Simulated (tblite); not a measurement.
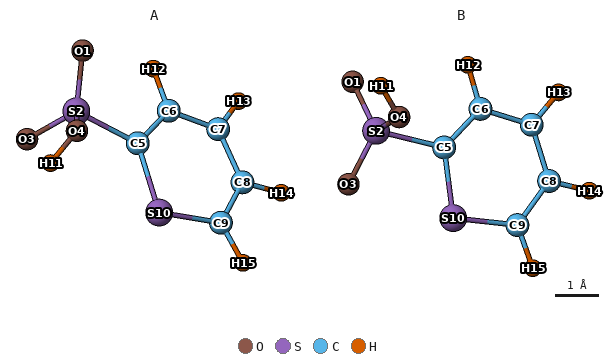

Two geometries of C$_{5}$H$_{5}$O$_{3}$S$_{2}$ (charge +1), drawn at one scale. One is the start of a relaxation, the other its converged end. Style: ball-and-stick. Shown from a free direction.

Level of theory: GFN2-xTB geometry optimisation, gas phase (tblite 0.8.0). 

Question: Which one is relaxed?

Answer: Structure B is the relaxed one. The energy falls by 0.671 eV in 132 geometry steps. The atom that moves furthest after the best rigid fit is H11 (1.91 Å). By element the largest moves are H 1.91 Å, O 1.32 Å, S 0.65 Å, C 0.43 Å. Some distances before and after: C5–S10 1.784 → 1.683 Å, C9–S10 1.762 → 1.699 Å, S2–O3 1.462 → 1.420 Å, C5–C6 1.409 → 1.368 Å. Among the angles between lasting bonds that change: S2–C5–S10 120.3° → 108.2°, S2–C5–C6 117.1° → 125.3°, O4–S2–C5 104.9° → 96.8°. Groups turn about S2–O4 by about 120°, S2–C5 by about 55°. The run took 0.92 s on 1 thread of Arm Neoverse V2 (shared host).
